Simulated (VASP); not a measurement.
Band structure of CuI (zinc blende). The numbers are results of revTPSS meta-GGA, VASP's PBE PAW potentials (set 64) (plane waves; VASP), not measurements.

Unless said otherwise, spin-orbit coupling is left out, though it shifts the bands of the heavy elements here.

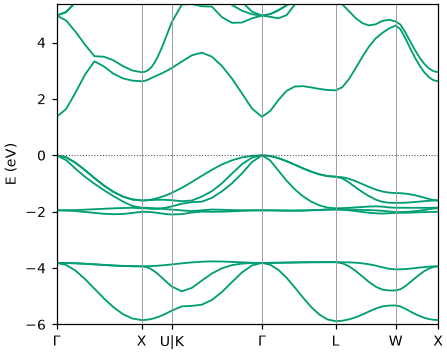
Figure: Bands along high-symmetry lines, zero at the valence-band maximum or, without a gap, the Fermi level

Read the plot: is there a gap, and where are the band edges?

The gap is direct, 1.37 eV, from the valence maximum at Γ to the conduction minimum at Γ.

Measured: gap 3.12 eV (computed value off by -1.75 eV), as given by Abedi et al., (2022), arXiv:2211.14644.

The compound is CuI in the zinc blende structure. It was relaxed first.
